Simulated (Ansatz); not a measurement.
Reaction (SMILES): FCF → F[CH]F + H atom
B3LYP-D3(BJ)/def2-TZVP geometries, fixed; electronic energies without zero-point terms.

Basis-set convergence of the bond dissociation energy at PBE with Ansatz (a first-principles code). Cartesian d functions, on some or all atoms, in 6-31+G*; all else is spherical. The program fits the integrals of some runs and decomposes those of others, by size. Open shells are unrestricted. No added dispersion term, no relativity. Functions are those of the species that has most. Reference: the value in aug-pcseg-3, 102.69 kcal/mol, itself unsure by roughly 0.06 kcal/mol (its mean distance from aug-cc-pVQZ, cc-pV5Z, def2-QZVPPD). Deviations are taken from unrounded values.

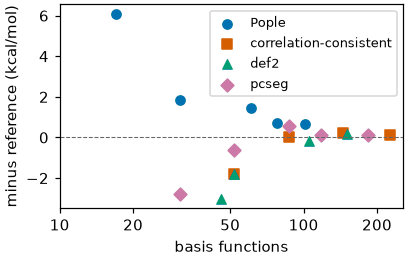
Figure. Deviation from the reference against the number of basis functions, by family of sets.

```
basis            functions  bond dissociation energy (kcal/mol)  minus reference (kcal/mol)
---------------  ---------  -----------------------------------  --------------------------
STO-3G                  17                               108.79                        6.10
6-31G                   31                               104.56                        1.87
pcseg-0                 31                                99.90                       -2.79
def2-SV(P)              46                                99.67                       -3.02
cc-pVDZ                 52                               100.88                       -1.81
def2-SVP                52                               100.91                       -1.78
pcseg-1                 52                               102.08                       -0.61
6-31+G*                 61                               104.14                        1.45
6-311+G**               78                               103.38                        0.69
aug-cc-pVDZ             87                               102.73                        0.04
aug-pcseg-1             87                               103.27                        0.58
6-311++G(2d,2p)        101                               103.34                        0.65
def2-TZVP              105                               102.51                       -0.19
pcseg-2                118                               102.82                        0.13
jun-cc-pV(T+d)Z        145                               102.90                        0.21
def2-TZVPPD            151                               102.87                        0.18
aug-pcseg-2            184                               102.80                        0.11
cc-pVQZ                225                               102.81                        0.12
```
